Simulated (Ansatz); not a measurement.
# One shape, several levels: SiH2SO (SMILES O[Si]S)

Wanted: a comparison of 6 runs (UPBE/STO-3G, r2SCAN/STO-3G, CCSDT(Q)/STO-3G, CCSD(T)/STO-3G, UCCSD(T)/STO-3G, FCI/STO-3G) of SiH2SO. 

Program for the calculation: Ansatz 0.2.0.

75 further runs of the same task are left out: 3 that didn't finish, 72 set aside as unsound or not needed.

## 1. Starting point

SiH2SO: 5 atoms, total charge 0, spin state singlet. As SMILES, `O[Si]S`. The S3–Si2 distance was set to 3.264 Å, away from the relaxed value. At this shape a bond of the SMILES string is far longer than usual.

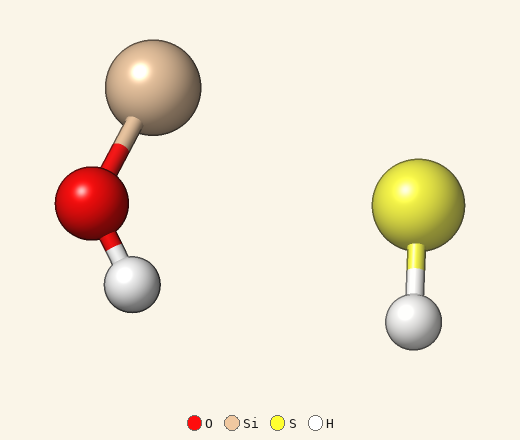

The structure, seen from a chosen angle (oxygen red, silicon light orange, sulfur yellow, hydrogen white).

## 2. The energy at UPBE/STO-3G (run 1)

The input, input.yaml:

```yaml
basis:
  gaussian: {orbitals: STO-3G}
crystal:
  periodic: [false, false, false]
  atoms:
    - {symbol: O, position_ang: [-2.256971, -0.742552, -0.545704]}
    - {symbol: Si, position_ang: [-2.019071, 0.867648, -0.299404]}
    - {symbol: S, position_ang: [1.167700, 1.118600, 0.360300]}
    - {symbol: H, position_ang: [-1.551671, -1.391752, -0.487104]}
    - {symbol: H, position_ang: [1.523000, -0.176500, 0.270700]}
accuracy: high
hamiltonian: {xc: {name: PBE}}
magnetization: {spin_polarized: true}
```

Started as:

```console
$ ansatz run input.yaml --threads 1 --pin off --max-ram 2610MiB --events-out events.jsonl --progress --plain --runs-dir runs
```

What it wrote:

```text
Warning: RAYON_NUM_THREADS=1 ignored (pool sized by the plan → 1); use --threads N
Functional definition: PBE
  name "PBE"
  parameter kappa = 0.804
  parameter beta = 0.06672455060314922
  exchange = pbe_x(kappa = kappa, mu = beta*pi^2/3)
  correlation = pbe_c(beta = beta)
428 factors; integrals over basis functions are off by at most 3.2e-8 eV
mean field evaluation 1: about -20532.1952 eV, gradient 1.7e1 eV
mean field evaluation 2: about -20444.5598 eV, gradient 4.1e1 eV
mean field evaluation 4: about -20534.8985 eV, gradient 1.0e1 eV
mean field evaluation 8: about -20534.9980 eV, gradient 1.0e1 eV
mean field evaluation 16: about -20537.3071 eV, gradient 2.6e-8 eV
mean field evaluation 32: about -20535.9426 eV, gradient 9.3e0 eV
mean field evaluation 64: about -20536.8400 eV, gradient 1.4e0 eV
mean field -20537.30714066 eV, -754.7321167326 hartree, gradient 4.9e-9 eV, S^2 0.000000; 6 other end points of the search recorded, 0 dependent functions left out
reference -20537.30714267 eV, -754.7321168064 hartree; 20, 20 occupied and 5, 5 virtual orbitals, 428 factors
Total energy: -20537.30714267 eV, -754.7321168064 hartree
```

Wall time 3.3 s (1 thread of Arm Neoverse V2, shared host); peak memory 0.14 GiB.

## 3. A single-point energy at r2SCAN/STO-3G (run 2)

The input, molecule.yaml:

```yaml
crystal:
  periodic: [false, false, false]
  atoms:
    - symbol: O
      position_ang: [-2.256971, -0.742552, -0.545704]
    - symbol: Si
      position_ang: [-2.019071, 0.867648, -0.299404]
    - symbol: S
      position_ang: [1.167700, 1.118600, 0.360300]
    - symbol: H
      position_ang: [-1.551671, -1.391752, -0.487104]
    - symbol: H
      position_ang: [1.523000, -0.176500, 0.270700]
basis:
  gaussian:
    orbitals: STO-3G
hamiltonian:
  xc: r2scan
accuracy: high
```

Started as:

```console
$ ansatz run molecule.yaml --threads 1 --pin off --max-ram 2610MiB --events-out events.jsonl --progress --plain --runs-dir runs
```

What it wrote:

```text
Warning: RAYON_NUM_THREADS=1 ignored (pool sized by the plan → 1); use --threads N
Functional definition: r2SCAN
  name "r2SCAN"
  parameter k0 = 0.174
  parameter k1 = 0.065
  parameter a1 = 4.9479
  exchange = r2scan_x(k0 = k0, k1 = k1, a1 = a1)
  correlation = r2scan_c
428 factors; integrals over basis functions are off by at most 3.2e-8 eV
mean field evaluation 1: about -20542.0593 eV, gradient 2.4e1 eV
mean field evaluation 2: about -20455.4948 eV, gradient 5.7e1 eV
mean field evaluation 4: about -20544.7149 eV, gradient 1.4e1 eV
mean field evaluation 8: about -20544.8280 eV, gradient 1.4e1 eV
mean field evaluation 16: about -20546.9853 eV, gradient 2.4e-5 eV
mean field -20546.98534312 eV, -755.0877841129 hartree, gradient 8.7e-8 eV, S^2 0.000000; 1 other end points of the search recorded, 0 dependent functions left out
reference -20546.98534353 eV, -755.0877841279 hartree; 20, 20 occupied and 5, 5 virtual orbitals, 428 factors
Total energy: -20546.98534353 eV, -755.0877841279 hartree
```

It took 3.6 s on 1 thread of Arm Neoverse V2, shared host; peak memory 0.15 GiB.

Runs 3 to 4 aren't shown in full; the table further down has their settings and results.

## 4. A single-point energy at UCCSD(T)/STO-3G (run 5)

The input, molecule.yaml:

```yaml
crystal:
  periodic: [false, false, false]
  atoms:
    - {symbol: O, position_ang: [-2.256971, -0.742552, -0.545704]}
    - {symbol: Si, position_ang: [-2.019071, 0.867648, -0.299404]}
    - {symbol: S, position_ang: [1.167700, 1.118600, 0.360300]}
    - {symbol: H, position_ang: [-1.551671, -1.391752, -0.487104]}
    - {symbol: H, position_ang: [1.523000, -0.176500, 0.270700]}
basis:
  gaussian:
    orbitals: STO-3G
magnetization:
  spin_polarized: true
correlation:
  method: ccsd_t
  frozen_orbitals: {H: 0, O: 1, S: 5, Si: 5}
accuracy: high
scf:
  omitted_lower_state_checks: [cluster_reference, increment]
```

Started as:

```console
$ ansatz run molecule.yaml --threads 1 --pin off --max-ram 2610MiB --events-out events.jsonl --progress --plain --runs-dir runs
```

What it wrote:

```text
Warning: RAYON_NUM_THREADS=1 ignored (pool sized by the plan → 1); use --threads N
[... 15 lines left out ...]
11 core orbitals not correlated: weight in the atoms' cores, before any rotation towards them, 1.000 or more for the frozen orbitals, at most 0.000 for the correlated occupied ones
[... 51 lines left out ...]
Total energy: -20511.47432042 eV, -753.7827780989 hartree
Checks for a lower state left out: cluster_reference, increment
```

Wall time 0.74 s (1 thread of Arm Neoverse V2, shared host).

## 5. The energy at FCI/STO-3G (run 6)

input.yaml, as its differences from that of step 2:

```diff
@@ -1,3 +1 @@
-basis:
-  gaussian: {orbitals: STO-3G}
 crystal:
@@ -10,4 +8,11 @@
     - {symbol: H, position_ang: [1.523000, -0.176500, 0.270700]}
+basis:
+  gaussian:
+    orbitals: STO-3G
+magnetization:
+  spin_polarized: false
+  initial_magnetization: 0
+correlation:
+  method: fci
+  frozen_orbitals: {H: 0, O: 1, S: 5, Si: 5}
 accuracy: high
-hamiltonian: {xc: {name: PBE}}
-magnetization: {spin_polarized: true}
```

Started as:

```console
$ ansatz run input.yaml --threads 1 --pin off --max-ram 2610MiB --events-out events.jsonl --progress --plain --runs-dir runs
```

What it wrote, shortened:

```text
Warning: RAYON_NUM_THREADS=1 ignored (pool sized by the plan → 1); use --threads N
Functional definition: HF
  name "HF"
[...]
428 factors; integrals over basis functions are off by at most 3.2e-8 eV
[...]
mean field -20506.68754636 eV, -753.6068673968 hartree, gradient 1.4e-8 eV, S^2 0.000000; 0 other end points of the search recorded, 0 dependent functions left out; unrestricted orbitals would lower it
[...]
unrestricted determinant -20508.28196494 eV, -753.6654611987 hartree, S^2 0.8957
11 core orbitals not correlated: weight in the atoms' cores, before any rotation towards them, 1.000 or more for the frozen orbitals, at most 0.000 for the correlated occupied ones
reference -20506.68754636 eV, -753.6068673968 hartree; 9, 9 occupied and 5, 5 virtual orbitals, 428 factors
state -20511.51317192 eV, -753.7842058652 hartree
Total energy: -20511.51317192 eV, -753.7842058652 hartree
```

Run time: 29 s. Hardware: 1 thread of Arm Neoverse V2, shared host; peak memory 0.37 GiB.

## 6. All runs side by side

```csv
run,level,frozen core orbitals,energy (Eh),wall time
1,UPBE/STO-3G,–,-754.732117,3.3 s
2,r2SCAN/STO-3G,–,-755.087784,3.6 s
3,CCSDT(Q)/STO-3G,11,-753.784317,0.5 s
4,CCSD(T)/STO-3G,11,-753.784383,0.2 s
5,UCCSD(T)/STO-3G,11,-753.782778,0.74 s
6,FCI/STO-3G,11,-753.784206,29 s
```

## 7. Results

```
                                           quantity          value
                                run 6: total energy  -753.78421 Eh
run 6: correlation energy (11 core orbitals frozen)     -177.3 mEh
```

In words: Against full CI in this basis: CCSDT(Q) -0.1 mEh; CCSD(T) -0.2 mEh; UCCSD(T) +1.4 mEh. Totals of different functionals can't be ranked against each other. In run 4 the T1 diagnostic is large, so a single reference may not serve. In runs 3, 4 the log says that unrestricted orbitals would lower the reference, so the values rest on an unstable closed-shell determinant (other closed-shell runs at this shape may share the fault). In runs 1, 2, 3, 4, 5, 6 the basis is minimal, so the values are rough. Spin contamination of the reference: run 5 ⟨S²⟩ = 0.90. Where it is this large, the reference is a mixture of spin states, and values that rest on it are in doubt. All runs together took 38 s, the longest 29 s.
